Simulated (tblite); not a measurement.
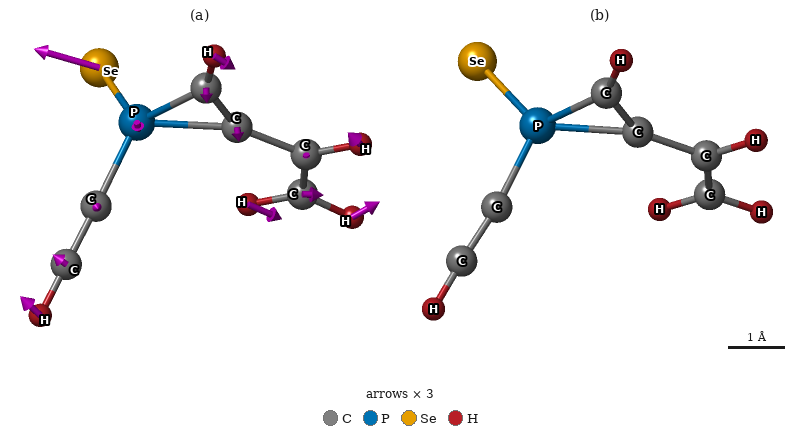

The structure of C₆H₅PSe before (left) and after (right) a relaxation, at one scale. The purple arrows give the displacements, magnified 3 times.

The picture is a ball-and-stick view, seen at a tilt.

Theory: tblite 0.8.0, GFN2-xTB geometry optimisation, gas phase. 

### Describe what moved and what it gained.

Over 72 geometry steps the energy falls by 0.794 eV. The Se atom moves most after the best rigid fit: 0.42 Å. By element the largest moves are Se 0.42 Å, H 0.25 Å, C 0.13 Å, P 0.09 Å. Near-neighbour distances that change, for instance: P–Se 1.903 → 2.094 Å, C–H 1.104 → 1.076 Å, C–C 1.448 → 1.424 Å, C–C 1.225 → 1.203 Å. Bond angles that change, for instance: Se–P–C 116.0° → 128.3°, C–C–H 124.1° → 116.2°, C–C–H 147.6° → 140.6°. The run took 0.54 s on 1 thread of Intel(R) Xeon(R) Platinum 8488C (shared host).
